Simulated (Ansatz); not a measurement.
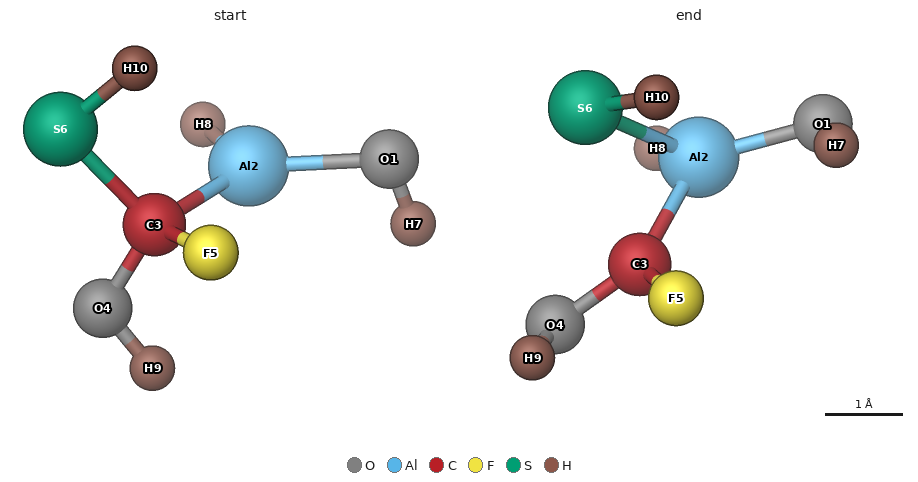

The structure of CH4AlFO2S before (left) and after (right) a relaxation, at one scale.

The picture is a ball-and-stick view, seen at a tilt.

The run prepares the start of a later molecular dynamics calculation, from a guessed geometry.

These are results of UKS B3LYP-D4/STO-3G in Ansatz 0.2.0, not measurements. (collinear spin; force threshold 0.02 eV/Å; at most 40 steps)

Q: What changed between the two?

A: The relaxation stopped without meeting its thresholds, so the last structure isn't shown to be converged. It used up its limit of 40 steps. The energy falls by 2.111 eV in 35 accepted moves (39 points after the start). Largest force component: 4.7 eV/Å at the start, 0.03 eV/Å at the end. The line search rejected the trial steps at points 8, 16, 19, 23 of the run. The largest move after the best rigid fit is that of H7, 1.60 Å. Largest moves by element: H 1.60 Å, S 1.00 Å, C 0.71 Å, F 0.66 Å, O 0.61 Å, Al 0.22 Å. Some distances before and after: Al2–S6 3.130 → 2.277 Å, O4–S6 2.591 → 2.990 Å, C3–S6 1.832 → 2.227 Å, O1–Al2 1.887 → 1.719 Å. New bonds form, among them: Al2–S6 (3.13 → 2.28 Å). Among the angles between lasting bonds that change: Al2–C3–F5 109.0° → 127.1°, Al2–C3–O4 114.6° → 124.1°, C3–O4–H9 110.1° → 104.0°. Cost: 3.2 min on 2 threads of Arm Neoverse N1 (shared host), peak memory 0.2 GiB.

Limits of the set-up: STO-3G is a minimal basis, so the numbers are rough.
